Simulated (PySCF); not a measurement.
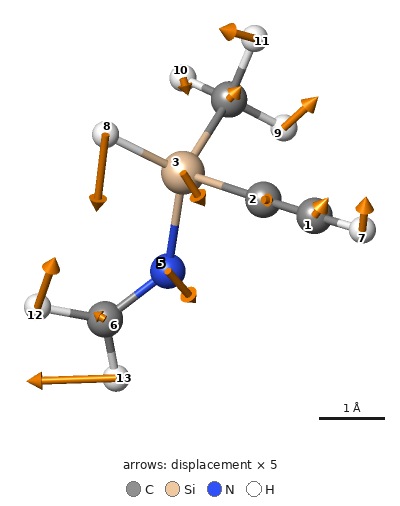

A relaxation of C4H7NSi. The starting structure is drawn; orange arrows show the displacements, 5 times their true length. The two geometries are superimposed by the best rigid fit.

The picture is a ball-and-stick view, seen from a free direction.

The start comes from GFN2-xTB. Its atoms were then displaced at random by about 0.01 Å.

All numbers below come from PySCF, PBE0-D3(BJ)/def2-SVP geometry optimisation, gas phase. 

Question: What did the optimiser do to the structure, and how much energy did it gain?

Answer: The energy falls by 5.39 kcal/mol in 8 geometry steps. The atom that moves furthest after the best rigid fit is an H atom (0.28 Å). Largest moves by element: H 0.28 Å, N 0.19 Å, Si 0.15 Å, C 0.08 Å. Near-neighbour distances that change, for instance: C–C 1.174 → 1.217 Å, C–H 1.076 → 1.100 Å, C–H 1.123 → 1.100 Å, C–N 1.240 → 1.261 Å. Bond angles that change, for instance: Si–N–C 134.9° → 124.2°, N–Si–H 116.7° → 111.1°, C–Si–N 103.0° → 107.4°.
